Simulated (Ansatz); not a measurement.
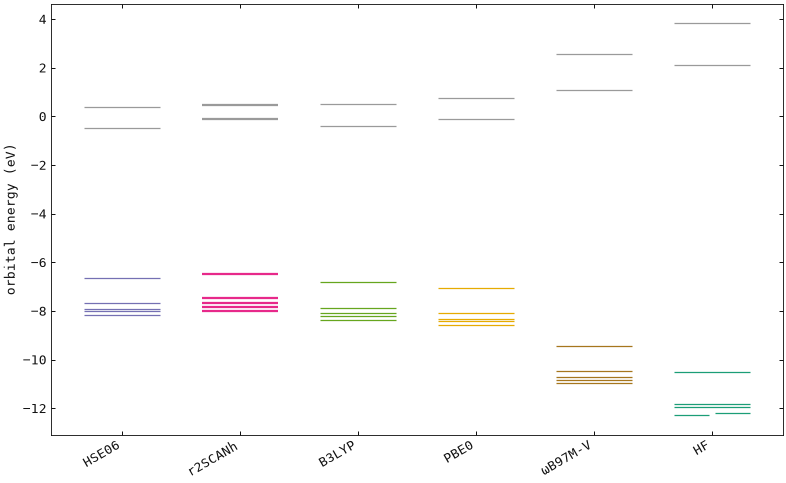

Frontier orbital energies of CH₉HfNO₃Si, SMILES C[O][Hf@]([NH2])([OH])[O][SiH3], singlet at one geometry, def2-TZVPP, the Ansatz code 0.2.0, at a PBE0-D4/def2-TZVP geometry (with a soft imaginary mode, 12i cm⁻¹). Empty levels are grey, levels within 0.1 eV stand side by side; all columns show the same few orbitals around the gap.

How do the frontier levels move from column to column?

The separation grows from 6.18 eV (HSE06) to 12.62 eV (HF).

```
  level  HOMO (eV)  LUMO (eV)  separation (eV)
  HSE06      −6.65      −0.47             6.18
r2SCANh      −6.47      −0.13             6.35
  B3LYP      −6.80      −0.40             6.41
   PBE0      −7.06      −0.12             6.94
ωB97M-V      −9.43       1.06            10.49
     HF     −10.49       2.13            12.62
```

Caveats, for all or some of the runs: core potentials past krypton; empty levels above zero depend strongly on the basis; one conformer of a flexible molecule; spin-orbit coupling is left out, and with Hf it can shift these levels and split any degenerate set.
